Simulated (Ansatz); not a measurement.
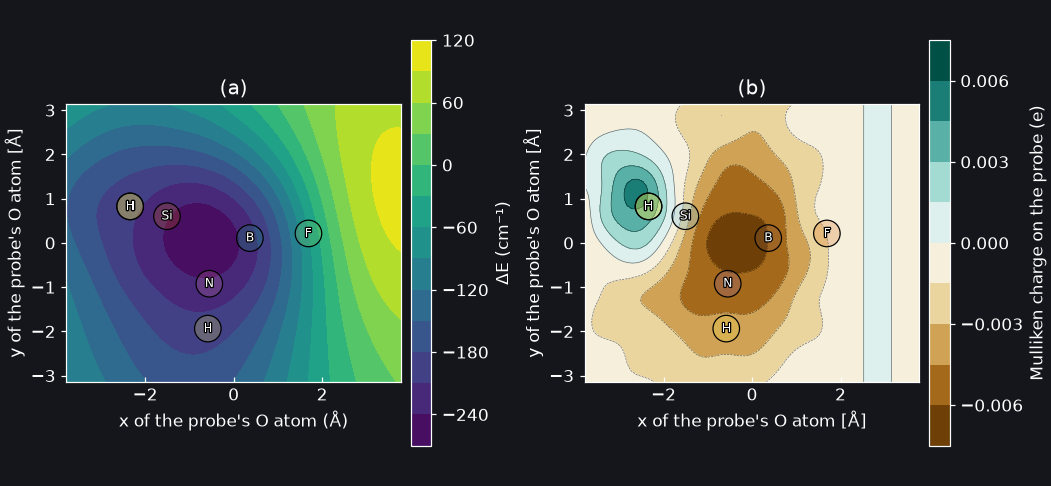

BFH₃NSi (SMILES FB1N[SiH2]1) with the probe H2O. The probe is moved over a plane parallel to the molecule's main plane, 4.31 Å above it. Coordinates scanned: (1) x of the probe's O atom; (2) y of the probe's O atom. Nothing is relaxed (molecule and probe rigid, the probe upright with O nearest the plane). The scan uses a 13 × 11 grid. Points are written as (first, second). Energies: cm⁻¹, counted from molecule and probe far apart, each relaxed in its own basis (no counterpoise correction). Level of theory: RKS B3LYP-D4/def2-SVPD (Ansatz 0.2.0).

Panel (a) is the energy; panel (b) is the computed Mulliken charge on the probe, in e.

In the figure: filled contours, labelled circles for the molecule's atoms, projected on the plane. Between grid points the surface is interpolated.

**How does the Mulliken charge on the probe vary over the map, and what is it at the lowest grid point?**

Leaving out the highest fifth of the energies, it runs from −0.01 e at (−0.63 Å, 0.00 Å) to 0.01 e at (−2.52 Å, 1.26 Å). At the lowest grid point, (−0.63 Å, 0.00 Å), it is −0.01 e.
